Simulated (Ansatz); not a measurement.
The starting structures come from a database of crystals and need not be the phases stable at ambient conditions.

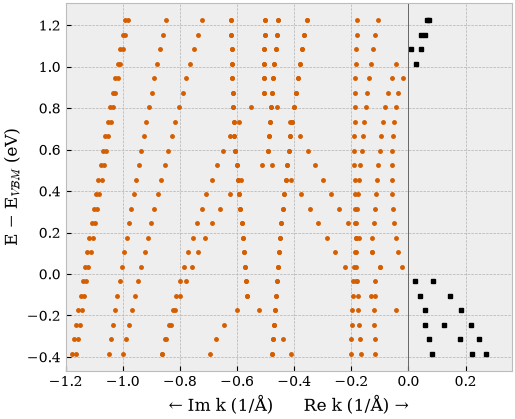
Figure. Complex bands at the centre of the two-dimensional zone; Ansatz (an electronic-structure program) with r2SCAN

No gap correction and no spin-orbit coupling; mid-gap is the computed energy nearest the middle.

Question: This is GaAs (P6_3mc, wurtzite, 4 atoms a cell, 22.7 Å³ an atom) along the normal of (110). Read off the slowest decay at the centre of the two-dimensional zone at 0.46 eV, the computed energy nearest the middle of the gap.

Answer: κ ≈ 0.06 1/Å, a decay length 1/(2κ) of the density of 8.6 Å.
